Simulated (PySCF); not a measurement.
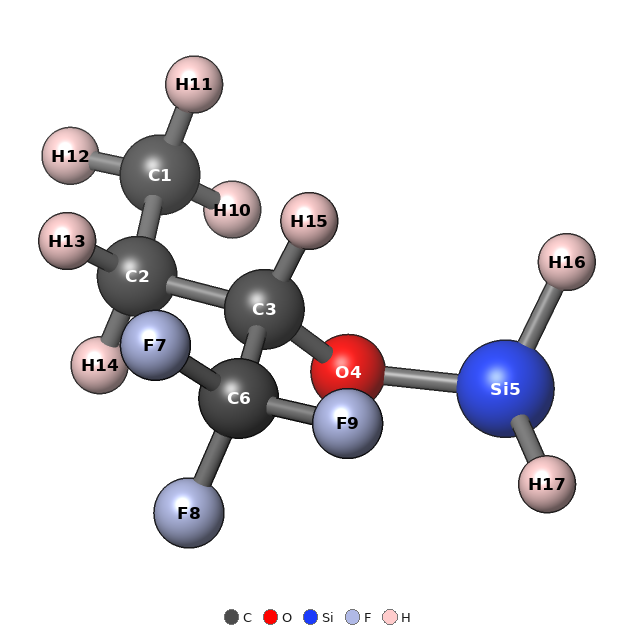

State: neutral, doublet. Computed geometry: GFN2-xTB optimisation. No frequency run is at hand to confirm it as a minimum. Computed with UKS B3LYP, pcH-1 on C F H O Si, non-relativistic (PySCF 2.14.0). Fermi-contact and spin-dipolar terms alone, no spin-orbit part.

> Which nucleus has the largest dipolar (anisotropic) hyperfine coupling?

29Si at Si5: principal values −169.9, 84.4, 85.5 MHz.

List the isotropic and dipolar parts for the most strongly coupled nuclei, one of each equivalent set.

| atom | isotope | a_iso (MHz) | dipolar part (MHz) |
| --- | --- | --- | --- |
| Si5 | 29Si | −593.6 | −169.9, 84.4, 85.5 |
| F9 | 19F | 36.2 | −6.4, −5.8, 12.2 |
| H16 | 1H | 58.8 | −9.7, 0.8, 8.8 |
| H17 | 1H | 91.2 | −9.6, 1.5, 8.1 |
| O4 | 17O | −81.0 | −9.3, 4.1, 5.2 |
| F7 | 19F | 10.8 | −3.6, −3.5, 7.1 |
| C3 | 13C | 31.7 | −3.0, −2.8, 5.8 |
| H15 | 1H | −2.1 | −2.8, −1.0, 3.8 |

The geometry is semi-empirical. Around Si such bond lengths and angles can be off by a tenth of an ångström or more and by several degrees, and values that hang on the shape move with them.
